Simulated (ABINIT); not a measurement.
## SiC (Moissanite): G0W0 in ABINIT against the plane-wave cutoff

How does the gap of SiC (Moissanite) converge in the plane-wave cutoff?

Method: PBE and many-body steps on it, plane waves, in ABINIT 10.8.3.

## 1. The starting structure

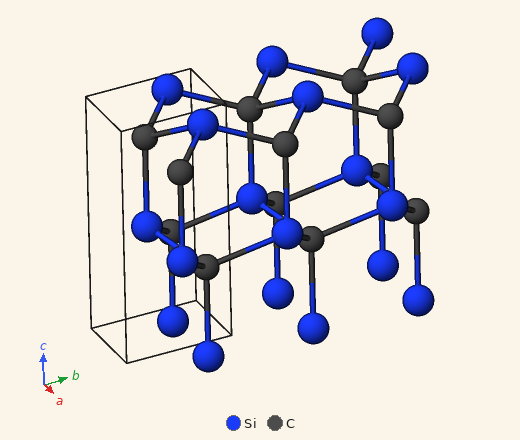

The starting structure, seen slightly off an axis (silicon blue, carbon dark grey). 2×3×1 cells are drawn. Some periodic images of atoms are drawn too.

As a file:

```cif
data_structure
_symmetry_space_group_name_H-M 'P6_3mc'
_symmetry_Int_Tables_number 186
_cell_length_a 3.0760
_cell_length_b 3.0760
_cell_length_c 5.0480
_cell_angle_alpha 90.000
_cell_angle_beta 90.000
_cell_angle_gamma 120.000
_cell_volume 41.36
loop_
_atom_site_label
_atom_site_type_symbol
_atom_site_symmetry_multiplicity
_atom_site_Wyckoff_symbol
_atom_site_fract_x
_atom_site_fract_y
_atom_site_fract_z
_atom_site_occupancy
Si1 Si 2 b 0.33333 0.66667 0.00000 1
C1 C 2 b 0.33333 0.66667 0.38500 1
```

The cell and positions come from the Crystallography Open Database and are kept as given unless a step says otherwise.

## 2. Empty states on the mesh, 6×6×4 mesh, 281 bands

This step: ABINIT 10.8.3; DFT, PBE, plane waves, norm-conserving pseudopotentials.

The sums over transitions need many empty states on a uniform mesh; this step solves for them.

The input, run.abi:

```
acell 3*1.0 Angstrom
rprim 
  3.075999999976 0.000000000005 0.000000000000
  -1.537999999993 2.663894142018 0.000000000000
  0.000000000000 0.000000000000 5.048000000000
ntypat 2
znucl 14 6
natom 4
typat 1 1 2 2
xred 
  0.333333333333 0.666666666667 0.000000000000
  0.666666666667 0.333333333333 0.500000000000
  0.333333333333 0.666666666667 0.385000000000
  0.666666666667 0.333333333333 0.885000000000
pp_dirpath "pseudos"
pseudos "Si.upf, C.upf"
ecut 37
ngkpt 6 6 4
nshiftk 1
shiftk 0 0 0
kptopt 1
chksymbreak 0
irdden 1
istwfk *1
nband 281
prtvol 0
optdriver 6
gwr_task "HDIAGO"
paral_kgb 0
occopt 1
indata_prefix "in"
outdata_prefix "out"
tmpdata_prefix "tmp"
```

The run is started by

```bash
$ OMP_NUM_THREADS=1 mpirun -n 4 abinit run.abi > log
```

Numbers of over 12 decimals in the logs are rounded to 6 here.

What it wrote:

```text
.Version 10.8.3 of ABINIT. v10.8.2 released Aug 2026.

 Symmetries : space group P6_3 m c (#186); Bravais hP (primitive hexag.)
[... echo of the input left out ...]
== DATASET  1 ==================================================================
-   mpi_nproc: 4, omp_nthreads: 1 (-1 if OMP is not activated)

--- !DatasetInfo
iteration_state: {dtset: 1, }
dimensions: {natom: 4, nkpt: 21, mband: 281, nsppol: 1, nspinor: 1, nspden: 1, mpw: 3018, }
cutoff_energies: {ecut:  37.0, pawecutdg:  -1.0, }
[...]
Indirect band gap semiconductor
 Fundamental gap:     2.329 (eV)
   VBM:     7.139 (eV) at k: [ 0.0000E+00,  0.0000E+00,  0.0000E+00]
   CBM:     9.468 (eV) at k: [ 3.3333E-01,  3.3333E-01,  0.0000E+00]
 Direct gap:         4.083 (eV) at k: [ 5.0000E-01,  0.0000E+00,  0.0000E+00]

== END DATASET(S) ==============================================================
================================================================================

 -outvars: echo values of variables after computation  --------
           etotal      0.0000000000E+00
            nband         281
             nkpt          21
          spgroup         186
 [... the other variables as echoed above ...]

 Calculation completed.
```

It took 2 min on 4 MPI ranks of Arm Neoverse V1, shared host; peak memory 2.2 GiB.

This step gave:

* gap: 2.329 eV
* k of the valence top: 0, 0, 0
* k of the conduction bottom: 0.3333, 0.3333, 0
* least direct gap: 4.083 eV
* k points computed: 21
* lowest point of the top converged band, above the valence top: 180.3663 eV

On this mesh the gap is 2.329 eV.

The density comes from a self-consistent run that is not shown.

## 3. Empty states on the mesh, 6×6×4 mesh, 83 bands

run.abi: that of step 2 with these lines changed.

```diff
@@ -16,3 +16,3 @@
 pseudos "Si.upf, C.upf"
-ecut 37
+ecut 22
 ngkpt 6 6 4
@@ -24,3 +24,3 @@
 istwfk *1
-nband 281
+nband 83
 prtvol 0
```

What it wrote:

```text
[banner, memory and clock lines left out]
.Version 10.8.3 of ABINIT. v10.8.2 released Aug 2026.

 Symmetries : space group P6_3 m c (#186); Bravais hP (primitive hexag.)
[... echo of the input left out ...]
== DATASET  1 ==================================================================
-   mpi_nproc: 4, omp_nthreads: 1 (-1 if OMP is not activated)

--- !DatasetInfo
iteration_state: {dtset: 1, }
dimensions: {natom: 4, nkpt: 21, mband: 83, nsppol: 1, nspinor: 1, nspden: 1, mpw: 1398, }
cutoff_energies: {ecut:  22.0, pawecutdg:  -1.0, }
[...]
Integrated=    1.6000E+01

 === KS gaps after direct diagonalization ===
 Indirect band gap semiconductor
 Fundamental gap:     2.303 (eV)
   VBM:     7.178 (eV) at k: [ 0.0000E+00,  0.0000E+00,  0.0000E+00]
   CBM:     9.481 (eV) at k: [ 3.3333E-01,  3.3333E-01,  0.0000E+00]
 Direct gap:         4.057 (eV) at k: [ 5.0000E-01,  0.0000E+00,  0.0000E+00]

== END DATASET(S) ==============================================================

 -outvars: echo values of variables after computation  --------
           etotal      0.0000000000E+00
            nband          83
             nkpt          21
          spgroup         186
 [... the other variables as echoed above ...]

 Calculation completed.
```

Wall time 18 s (4 MPI ranks); peak memory 0.68 GiB.

This step gave:

- gap: 2.303 eV
- k of the valence top: 0, 0, 0
- k of the conduction bottom: 0.3333, 0.3333, 0
- least direct gap: 4.057 eV
- k points computed: 21
- lowest point of the top converged band, above the valence top: 65.6022 eV

On this mesh the gap is 2.303 eV.

## 4. Empty states on the mesh, 6×6×4 mesh, 83 bands

run.abi: that of step 3 with these lines changed.

```diff
@@ -16,3 +16,3 @@
 pseudos "Si.upf, C.upf"
-ecut 22
+ecut 30
 ngkpt 6 6 4
```

What it wrote:

```text
[banner, memory and clock lines left out]
.Version 10.8.3 of ABINIT. v10.8.2 released Aug 2026.

 Symmetries : space group P6_3 m c (#186); Bravais hP (primitive hexag.)
[... echo of the input left out ...]
== DATASET  1 ==================================================================
-   mpi_nproc: 4, omp_nthreads: 1 (-1 if OMP is not activated)

--- !DatasetInfo
iteration_state: {dtset: 1, }
dimensions: {natom: 4, nkpt: 21, mband: 83, nsppol: 1, nspinor: 1, nspden: 1, mpw: 2208, }
cutoff_energies: {ecut:  30.0, pawecutdg:  -1.0, }
[...]
Integrated=    1.6000E+01

 === KS gaps after direct diagonalization ===
 Indirect band gap semiconductor
 Fundamental gap:     2.325 (eV)
   VBM:     7.144 (eV) at k: [ 0.0000E+00,  0.0000E+00,  0.0000E+00]
   CBM:     9.470 (eV) at k: [ 3.3333E-01,  3.3333E-01,  0.0000E+00]
 Direct gap:         4.080 (eV) at k: [ 5.0000E-01,  0.0000E+00,  0.0000E+00]

== END DATASET(S) ==============================================================

 -outvars: echo values of variables after computation  --------
           etotal      0.0000000000E+00
            nband          83
             nkpt          21
          spgroup         186
 [... the other variables as echoed above ...]

 Calculation completed.
```

The job ended after 55 s (4 MPI ranks; peak memory 1.3 GiB; 3.6 min of CPU time).

This step gave:

| Property | Result |
| --- | --- |
| gap | 2.325 eV |
| k of the valence top | 0, 0, 0 |
| k of the conduction bottom | 0.3333, 0.3333, 0 |
| least direct gap | 4.080 eV |
| k points computed | 21 |
| lowest point of the top converged band, above the valence top | 65.5592 eV |

On this mesh the gap is 2.325 eV.

## 5. Empty states on the mesh, 6×6×4 mesh, 81 bands

run.abi: that of step 4 with these lines changed.

```diff
@@ -16,3 +16,3 @@
 pseudos "Si.upf, C.upf"
-ecut 30
+ecut 46
 ngkpt 6 6 4
@@ -22,10 +22,10 @@
 chksymbreak 0
+iscf -2
 irdden 1
 istwfk *1
-nband 83
+nband 81
+nbdbuf 6
+tolwfr 1e-09
+nstep 60
 prtvol 0
-optdriver 6
-gwr_task "HDIAGO"
-paral_kgb 0
-occopt 1
 indata_prefix "in"
```

What it wrote:

```text
.Version 10.8.3 of ABINIT. v10.8.2 released Aug 2026.

 Symmetries : space group P6_3 m c (#186); Bravais hP (primitive hexag.)
[... echo of the input left out ...]
== DATASET  1 ==================================================================
-   mpi_nproc: 4, omp_nthreads: 1 (-1 if OMP is not activated)

--- !DatasetInfo
iteration_state: {dtset: 1, }
dimensions: {natom: 4, nkpt: 21, mband: 81, nsppol: 1, nspinor: 1, nspden: 1, mpw: 4185, }
cutoff_energies: {ecut:  46.0, pawecutdg:  -1.0, }
[...]
2.47497    2.49802    2.50113    2.50113    2.57580    2.57580    2.58420    2.62557
   2.66674    2.66674    2.71002    2.71002    2.77953    2.80970    2.80970    2.85827
   2.88652
 prteigrs : prtvol=0 or 1, do not print more k-points.

== END DATASET(S) ==============================================================
================================================================================

 -outvars: echo values of variables after computation  --------
            nband          81
             nkpt          21
          spgroup         186
 [... the other variables as echoed above ...]

 Calculation completed.
```

It took 46 s on 4 MPI ranks; peak memory 0.37 GiB.

Numbers from this step:

* gap: 2.330 eV
* k of the valence top: 0, 0, 0
* k of the conduction bottom: 0.3333, 0.3333, 0
* least direct gap: 4.083 eV
* k points computed: 21
* lowest point of the top converged band, above the valence top: 65.5471 eV

On this mesh the gap is 2.330 eV.

## 6. Screening, 6×6×4 mesh, 75 bands, screening to 163.3 eV

The RPA dielectric matrix is built and inverted for each q.

This step: RPA screening on PBE, plane waves, norm-conserving pseudopotentials.

run.abi: that of step 5 with these lines changed.

```diff
@@ -16,3 +16,3 @@
 pseudos "Si.upf, C.upf"
-ecut 46
+ecut 22
 ngkpt 6 6 4
@@ -22,10 +22,11 @@
 chksymbreak 0
-iscf -2
-irdden 1
 istwfk *1
-nband 81
-nbdbuf 6
-tolwfr 1e-09
-nstep 60
-prtvol 0
+occopt 1
+irdwfk 1
+optdriver 3
+nband 75
+ecuteps 6
+inclvkb 2
+awtr 1
+symchi 1
 indata_prefix "in"
```

What it wrote:

```text
.Version 10.8.3 of ABINIT. v10.8.2 released Aug 2026.

 Symmetries : space group P6_3 m c (#186); Bravais hP (primitive hexag.)
[... echo of the input left out ...]
== DATASET  1 ==================================================================
-   mpi_nproc: 4, omp_nthreads: 1 (-1 if OMP is not activated)

--- !DatasetInfo
iteration_state: {dtset: 1, }
dimensions: {natom: 4, nkpt: 21, mband: 75, nsppol: 1, nspinor: 1, nspden: 1, mpw: 1398, }
cutoff_energies: {ecut:  22.0, pawecutdg:  -1.0, }
electrons: {nelect:   1.60000000E+01, charge:   0.00000000E+00, occopt:   1.00000000E+00, tsmear:   1.00000000E-02, }

 SCREENING: Calculation of the susceptibility and dielectric matrices

 Based on a program developped by R.W. Godby, V. Olevano, G. Onida, and L. Reining.
 Incorporated in ABINIT by V. Olevano, G.-M. Rignanese, and M. Torrent.
.Using double precision arithmetic ; gwpc =  8

[... cell and pseudopotentials left out ...]
--------------------------------------------------------------------------------

 ==== K-mesh for the wavefunctions ====
 Number of points in the irreducible wedge :    21
[... list of points left out ...]
 Together with 12 symmetry operations and time-reversal symmetry
 yields   144 points in the full Brillouin Zone.

 ==== Q-mesh for the screening function ====
 Number of points in the irreducible wedge :    21
[... list of points left out ...]
 Together with 12 symmetry operations and time-reversal symmetry
 yields   144 points in the full Brillouin Zone.

 setmesh: FFT mesh size selected  =    18x   18x   32
          total number of points  =        10368

 vcoul_init : cutoff-mode = AUXILIARY_FUNCTION
 q-points for optical limit:   1
     1)      0.000010    0.000020    0.000030

- screening: taking advantage of time-reversal symmetry
- Maximum band index for partially occupied states nbvw = 8
- Remaining bands to be divided among processors   nbcw = 67
- Number of bands treated by each node ~16

 Number of electrons calculated from density =   16.0000; Expected =   16.0000
 average of density, n =  0.057319
 r_s =    1.6089
 omega_plasma =   23.0944 [eV]

 calculating chi0 at frequencies [eV] :
  1    0.000000E+00    0.000000E+00
  2    0.000000E+00    2.309436E+01

--------------------------------------------------------------------------------
  q-point number  1        q = ( 0.000000, 0.000000, 0.000000) [r.l.u.]
--------------------------------------------------------------------------------
[... chi0 elements left out ...]
 For q-point:  0.000010 0.000020 0.000030
  dielectric constant =   6.8982
  dielectric constant without local fields =   7.5597

  Average fulfillment of the sum rule on Im[epsilon] for q-point    1 :     77.27  [%]
[... wings left out ...]
  q-point number  2        q = ( 0.166667, 0.000000, 0.000000) [r.l.u.]
--------------------------------------------------------------------------------
[... chi0 elements left out ...]
  Average fulfillment of the sum rule on Im[epsilon] for q-point    2 :     88.08  [%]

 [... 19 further q-points ...]
```

Elapsed: 48 s, on 4 MPI ranks; peak memory 0.66 GiB.

Numbers from this step:

- ε∞ with local fields, on this mesh, along the program's q direction: 6.898
- the same without local fields: 7.560
- plasma frequency: 23.09 eV
- plane waves in the screening matrix: 197

Local fields lower ε∞ by 9 %.

## 7. 22 Ha

This step: G0W0 on PBE, plane waves, norm-conserving pseudopotentials.

run.abi: that of step 6 with these lines changed.

```diff
@@ -25,8 +25,19 @@
 irdwfk 1
-optdriver 3
+optdriver 4
 nband 75
+gwcalctyp 0
+ecutsigx 22
+symsigma 1
+nkptgw 3
+kptgw 
+  0.0000000000 0.0000000000 0.0000000000
+  0.3333333333 0.3333333333 0.0000000000
+  0.5000000000 0.0000000000 0.0000000000
+bdgw 
+  6 10
+  7 10
+  7 10
 ecuteps 6
-inclvkb 2
-awtr 1
-symchi 1
+irdscr 1
+ppmodel 1
 indata_prefix "in"
```

What it wrote:

```text
.Version 10.8.3 of ABINIT. v10.8.2 released Aug 2026.

 Symmetries : space group P6_3 m c (#186); Bravais hP (primitive hexag.)
[... echo of the input left out ...]
== DATASET  1 ==================================================================
-   mpi_nproc: 4, omp_nthreads: 1 (-1 if OMP is not activated)

--- !DatasetInfo
iteration_state: {dtset: 1, }
dimensions: {natom: 4, nkpt: 21, mband: 75, nsppol: 1, nspinor: 1, nspden: 1, mpw: 1398, }
cutoff_energies: {ecut:  22.0, pawecutdg:  -1.0, }
electrons: {nelect:   1.60000000E+01, charge:   0.00000000E+00, occopt:   1.00000000E+00, tsmear:   1.00000000E-02, }

 SIGMA: Calculation of the GW corrections

 Based on a program developped by R.W. Godby, V. Olevano, G. Onida, and L. Reining.
 Incorporated in ABINIT by V. Olevano, G.-M. Rignanese, and M. Torrent.
.Using double precision arithmetic ; gwpc =  8

[... cell and pseudopotentials left out ...]
--------------------------------------------------------------------------------

 ==== K-mesh for the wavefunctions ====
 Number of points in the irreducible wedge :    21
[... list of points left out ...]
 Together with 12 symmetry operations and time-reversal symmetry
 yields   144 points in the full Brillouin Zone.

 ==== Q-mesh for screening function ====
 Number of points in the irreducible wedge :    21
[... list of points left out ...]
 Together with 12 symmetry operations and time-reversal symmetry
 yields   144 points in the full Brillouin Zone.

 vcoul_init : cutoff-mode = AUXILIARY_FUNCTION
 q-points for optical limit:   1
     1)      0.000010    0.000020    0.000030
 setmesh: FFT mesh size selected  =    27x   27x   48
          total number of points  =        34992

 Number of electrons calculated from density =   16.0000; Expected =   16.0000
 average of density, n =  0.057319
 r_s =    1.6089
 omega_plasma =   23.0944 [eV]

 === KS Band Gaps ===
  >>>> For spin  1
   Minimum direct gap =   4.0575 [eV], located at k-point      :   0.5000  0.0000  0.0000
   Fundamental gap    =   2.3029 [eV], Top of valence bands at :   0.0000  0.0000  0.0000
                                       Bottom of conduction at :   0.3333  0.3333  0.0000
 SIGMA fundamental parameters:
 PLASMON POLE MODEL  1
 number of plane-waves for SigmaX                 1365
 number of plane-waves for SigmaC and W            197
 number of plane-waves for wavefunctions          1365
 number of bands                                    75
 number of independent spin polarizations            1
 number of spinorial components                      1
 number of k-points in IBZ                          21
 number of q-points in IBZ                          21
 number of symmetry operations                      12
 number of k-points in BZ                          144
 number of q-points in BZ                          144
 number of frequencies for dSigma/dE                 9
 frequency step for dSigma/dE [eV]                0.25
 number of omega for Sigma on real axis              0
 max omega for Sigma on real axis  [eV]           0.00
 zcut for avoiding poles [eV]                     0.10

 EPSILON^-1 parameters (SCR file):
 dimension of the eps^-1 matrix on file            197
 dimension of the eps^-1 matrix used               197
 number of plane-waves for wavefunctions          1365
 number of bands                                    75
 number of q-points in IBZ                          21
 number of frequencies                               2
 number of real frequencies                          1
 number of imag frequencies                          1

 matrix elements of self-energy operator (all in [eV])

 Perturbative Calculation

--- !SelfEnergy_ee
iteration_state: {dtset: 1, }
kpoint     : [   0.000,    0.000,    0.000, ]
spin       : 1
KS_gap     :    4.574
QP_gap     :    5.373
Delta_QP_KS:    0.799
data: !SigmaeeData |
     Band     E0 <VxcDFT>   SigX SigC(E0)      Z dSigC/dE  Sig(E)    E-E0       E
        6   6.902 -15.037 -17.666   2.348   0.795  -0.258 -15.260  -0.223   6.679
        7   6.902 -15.037 -17.666   2.348   0.795  -0.258 -15.260  -0.223   6.679
        8   7.178 -14.863 -17.246   2.131   0.796  -0.256 -15.064  -0.201   6.977
        9  11.752 -12.182  -7.009  -4.432   0.807  -0.239 -11.584   0.598  12.350
       10  13.141 -12.751  -7.231  -4.783   0.796  -0.257 -12.164   0.587  13.728

--- !SelfEnergy_ee
iteration_state: {dtset: 1, }
kpoint     : [   0.333,    0.333,    0.000, ]
spin       : 1
KS_gap     :    6.371
QP_gap     :    7.356
Delta_QP_KS:    0.985
data: !SigmaeeData |
     Band     E0 <VxcDFT>   SigX SigC(E0)      Z dSigC/dE  Sig(E)    E-E0       E
        7   3.109 -12.970 -16.860   3.068   0.783  -0.278 -13.613  -0.643   2.467
[...]
--- !SelfEnergy_ee
iteration_state: {dtset: 1, }
kpoint     : [   0.500,    0.000,    0.000, ]
spin       : 1
KS_gap     :    4.057
QP_gap     :    4.888
Delta_QP_KS:    0.830
data: !SigmaeeData |
     Band     E0 <VxcDFT>   SigX SigC(E0)      Z dSigC/dE  Sig(E)    E-E0       E
[...]
8   5.682 -14.518 -17.663   2.631   0.791  -0.263 -14.924  -0.407   5.275
        9   9.739 -10.593  -6.064  -4.014   0.822  -0.217 -10.170   0.423  10.163
       10  11.362 -11.763  -6.940  -4.072   0.811  -0.233 -11.154   0.609  11.971

== END DATASET(S) ==============================================================
================================================================================

 -outvars: echo values of variables after computation  --------
           etotal      0.0000000000E+00
            nband          75
             nkpt          21
          spgroup         186
 [... the other variables as echoed above ...]

 Calculation completed.
```

Elapsed: 16 s, on 4 MPI ranks; peak memory 0.74 GiB; 64 s of CPU time.

This step gave:

| Quantity | Value |
| --- | --- |
| G0W0 gap on the points computed | 2.846 eV |
| starting gap on the mesh | 2.303 eV |
| k of the valence top | 0, 0, 0 |
| k of the conduction bottom | 0.3333, 0.3333, 0 |
| Z at the valence top | 0.796 |
| Z at the conduction bottom | 0.826 |
| least direct G0W0 gap on the computed points | 4.888 eV |

(Continued in part 2 of 2.)

[Paths, hosts, dates, memory and timing lines, banners, echoed tables and standing remarks are left out of the program output.]

[Logs are printed without paths, hosts, clocks, repeated set-up lines and the standing remarks that a program may print on its own settings, such as how far it seeks lower states.]

[Runs of the session that timed out or met a known fault of the program may be left out.]

[Hosts, paths, dates, database ids (printed as entryN), source tags and the programs' standing remarks are cut or masked in the printed files.]

[G0W0 gaps are taken among the corrected bands and points alone; a level outside them can change the order at an edge.]

[Where Ansatz stands beside ABINIT at settings called matched, ABINIT's density can come from a denser mesh and the files from another edition; pairs whose starting gaps differed by over 0.03 eV were left out, so agreement reads better than it is.]
